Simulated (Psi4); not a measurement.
**HF/3-21G run of CH4AlN (SMILES C#[N+][AlH3-])**

Aim: the energy change on altering one bond length of CH4AlN at HF/3-21G, from 2 runs. 

The calculation is run with Psi4 1.11.

3 further runs of the same task are left out: 1 that didn't finish, 2 set aside as unsound or not needed.

### 1 The structure to begin with

The species is CH4AlN (7 atoms), meant as a singlet with charge 0. SMILES: `C#[N+][AlH3-]`. Geometry: a GFN2-xTB relaxation, a rough one for these elements and not checked as a minimum.

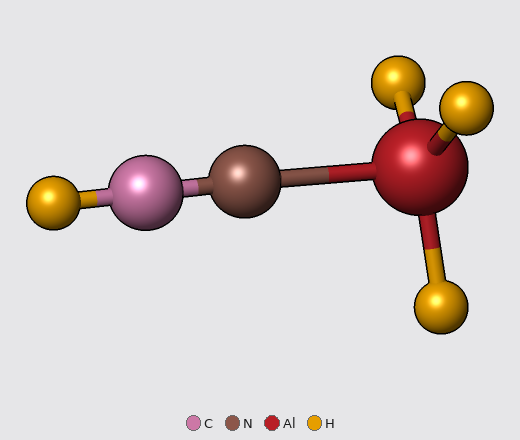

The structure, seen from a chosen angle (carbon pink, nitrogen brown, aluminium red, hydrogen amber).

### 2 Energy and forces at HF/3-21G

Contents of ch4aln.in:

```
memory 1600 mb

molecule {
  C     -0.725960    -1.719500     0.228770
  N     -0.304390    -0.672260     0.076330
  Al     0.484780     1.150880    -0.155310
  H     -1.120610    -2.692910     0.372220
  H     -0.078600     1.420840    -1.589300
  H     -0.233890     1.806040     1.070950
  H      1.978670     0.706910    -0.003660
  symmetry c1
}

set puream true
set e_convergence 1e-09
set d_convergence 1e-08
set scf_type pk

energy_value = gradient("hf/3-21G")
```

On the command line:

```bash
psi4 -n 1 ch4aln.in ch4aln.out
```

ch4aln.out (excerpt; [...] marks lines left out):

```text
[...]
  Running in c1 symmetry.
[...]
  Nuclear repulsion =   83.929207868011247
[...]
  Multiplicity = 1
[...]
  Nalpha       = 15
  Nbeta        = 15
[...]
    Number of basis functions: 39
[...]
   @RHF iter   1:  -334.60962070205676   -1.12297e+00   8.27794e-03 ADIIS/DIIS
[...]
   @RHF iter  11:  -334.67232569698581   -1.36424e-12   4.43606e-09 DIIS
[...]
    Orbital Energies [Eh]
    ---------------------
    Doubly Occupied:
       1A    -58.003194     2A    -15.614476     3A    -11.329181
       4A     -4.812289     5A     -3.116291     6A     -3.115762
       7A     -3.115752     8A     -1.347612     9A     -0.875825
      10A     -0.743897    11A     -0.587328    12A     -0.587301
      13A     -0.496182    14A     -0.382056    15A     -0.381942
[...]
  @RHF Final Energy:  -334.67232569698581
   => Energetics <=
    Nuclear Repulsion Energy =             83.9292078680112468
    One-Electron Energy =                -628.1848920091049422
    Two-Electron Energy =                 209.5833584441080006
    Total Energy =                       -334.6723256969857516
[...]
 Multipole Moments:
 ------------------------------------------------------------------------------------
     Multipole            Electronic (a.u.)      Nuclear  (a.u.)        Total (a.u.)
 ------------------------------------------------------------------------------------
 L = 1.  Multiply by 2.5417464519 to convert [e a0] to [Debye]
 Dipole X            :         -1.0763856            0.0303027           -1.0460829
 Dipole Y            :         -2.4888150           -0.0136428           -2.5024578
 Dipole Z            :          0.3098597            0.0294718            0.3393315
 Magnitude           :                                                    2.7334466
[...]
  -Total Gradient:
     Atom            X                  Y                   Z
    ------   -----------------  -----------------  -----------------
       1       -0.005957130937    -0.016758133613     0.002520331090
       2        0.014102915137     0.036224328747    -0.005173061836
       3        0.000362921347     0.000463944938    -0.000132744081
       4       -0.001898622050    -0.004397693895     0.000754158576
       5        0.003392591850    -0.005989169080     0.013211719497
       6        0.004583628568    -0.009581716643    -0.010325704435
       7       -0.014586303913     0.000038439551    -0.000854698811
[...]
```

Wall time 3.6 s (1 thread of Intel Xeon Platinum 8488C (Sapphire Rapids), shared host); peak memory 0.18 GiB.

### 3 The distorted shape: a single-point energy at HF/3-21G

Contents of ch4aln.in:

```
memory 1600 mb

molecule geom {
  0 1
  C     -0.789186    -1.876562     0.251632
  N     -0.304390    -0.672260     0.076330
  Al     0.484780     1.150880    -0.155310
  H     -1.183836    -2.849972     0.395082
  H     -0.078600     1.420840    -1.589300
  H     -0.233890     1.806040     1.070950
  H      1.978670     0.706910    -0.003660
  units angstrom
  symmetry c1
  no_reorient
  no_com
}

set {
  basis 3-21G
  puream true
  e_convergence 1e-09
  d_convergence 1e-08
  scf_type pk
}

energy("hf")
```

On the command line:

```bash
psi4 -i ch4aln.in -o ch4aln.out -n 1
```

ch4aln.out (excerpt; [...] marks lines left out):

```text
[...]
  Running in c1 symmetry.
[...]
  Nuclear repulsion =   80.403225133845666
[...]
  Multiplicity = 1
[...]
  Nalpha       = 15
  Nbeta        = 15
[...]
    Number of basis functions: 39
[...]
   @RHF iter   1:  -334.51099948758144   -1.36596e+00   1.00057e-02 ADIIS/DIIS
[...]
   @RHF iter  12:  -334.60896116633705   -9.77707e-12   3.85697e-09 DIIS
[...]
    Orbital Energies [Eh]
    ---------------------
    Doubly Occupied:
       1A    -58.005060     2A    -15.649849     3A    -11.374941
       4A     -4.814332     5A     -3.118373     6A     -3.117692
       7A     -3.117682     8A     -1.254838     9A     -0.899000
      10A     -0.729469    11A     -0.535506    12A     -0.535461
      13A     -0.497859    14A     -0.381217    15A     -0.381078
[...]
  @RHF Final Energy:  -334.60896116633705
   => Energetics <=
    Nuclear Repulsion Energy =             80.4032251338456661
    One-Electron Energy =                -621.1996598057888832
    Two-Electron Energy =                 206.1874735056061354
    Total Energy =                       -334.6089611663370533
[...]
 Multipole Moments:
 ------------------------------------------------------------------------------------
     Multipole            Electronic (a.u.)      Nuclear  (a.u.)        Total (a.u.)
 ------------------------------------------------------------------------------------
 L = 1.  Multiply by 2.5417464519 to convert [e a0] to [Debye]
 Dipole X            :         -0.9109664           -0.1537519           -1.0647183
 Dipole Y            :         -2.7043586            0.1513028           -2.5530558
 Dipole Z            :          0.5407663           -0.1924799            0.3482863
 Magnitude           :                                                    2.7880140
[...]
```

It took 2.8 s on 1 thread of Intel Xeon Platinum 8488C (Sapphire Rapids), shared host; peak memory 0.18 GiB.

### 4 Summary of results

At HF/3-21G:

| quantity | value |
| --- | --- |
| first shape: total energy | -334.67233 Eh |
| first shape: dipole moment | 6.95 D |
| first shape: HOMO energy | -10.39 eV |
| first shape: LUMO energy | 3.35 eV |
| first shape: HOMO–LUMO gap | 13.74 eV |
| first shape: largest force on an atom | 2.017 eV/Å |
| distorted shape: total energy | -334.60896 Eh |
| distorted shape: dipole moment | 7.09 D |
| distorted shape: HOMO energy | -10.37 eV |
| distorted shape: LUMO energy | 1.73 eV |
| distorted shape: HOMO–LUMO gap | 12.10 eV |
| energy change with the C1–N2 bond stretched from 1.139 to 1.310 Å | 1.724 eV |

What this shows: With the C1–N2 bond stretched from 1.139 to 1.310 Å the energy rises by 1.72 eV (166 kJ/mol). The first shape isn't relaxed at this level, so the change isn't measured from a minimum. The largest force (first shape) is 2.02 eV/Å: the shape isn't a stationary point for this species at this level.
